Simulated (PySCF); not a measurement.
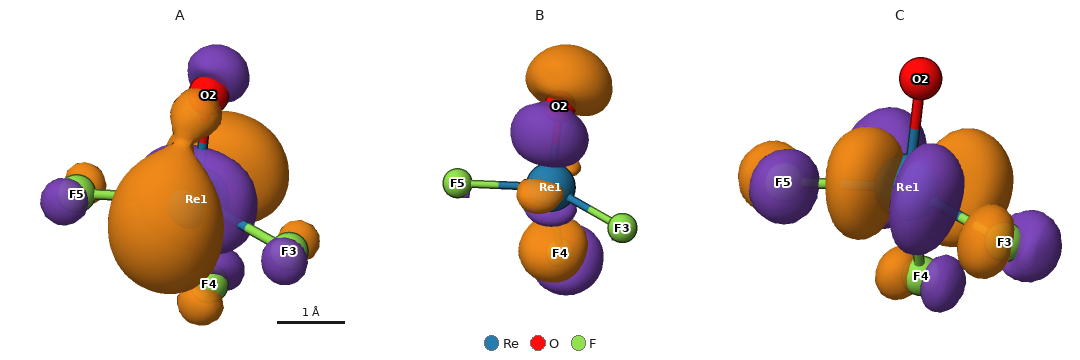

*F₃ORe. Three frontier orbitals at ±0.15 Å⁻³ᐟ² (orange and purple are the two phases), in no order.*

Core potentials replace the inner electrons of Re.

All numbers below come from RKS BP86, Re def2-SVP with ECP60, O def2-SVP, F def2-SVP; non-relativistic Hamiltonian with scalar-relativistic core potentials where named; density fitting in PySCF.

The calculation's input:

```
mol = gto.M(atom='''
Re     0.04724     0.00000     0.03566
O      1.68599     0.00000     0.47776
F     -0.08340     1.77275    -0.43962
F     -1.78976    -0.00000     0.45731
F     -0.08340    -1.77275    -0.43962''',
    basis={'Re': 'def2-SVP', 'O': 'def2-SVP', 'F': 'def2-SVP'},
    ecp={'Re': 'def2-SVP'},
    charge=0, spin=0)
mf = dft.RKS(mol, xc='B88,P86')
mf.grids.atom_grid = (75, 302)  # f atoms: at least (60, 302), unpruned
mf = mf.density_fit()  # Re def2-universal-JKFIT, O def2-universal-JKFIT, F def2-universal-JKFIT
mf.conv_tol = 1e-09; mf.max_cycle = 55
mf.kernel(dm0)
```

Run with:

```sh
OMP_NUM_THREADS=2 python run.py
```

> Which picture is the HOMO−1, the HOMO and the LUMO?

B is the HOMO−1 (−9.83 eV). It lies mainly on O2 (about 50 %), F4 (about 35 %) and Re1 (about 15 %); largely a combination of lone pairs on O2 and F4. A is the HOMO (−6.53 eV). It lies mainly on Re1 (about 80 %) and O2 (about 5 %). C is the LUMO (−5.75 eV). It lies mainly on Re1 (about 70 %), F3 (about 10 %) and F5 (about 10 %).

> What is the HOMO–LUMO gap?

0.78 eV between the orbital energies.
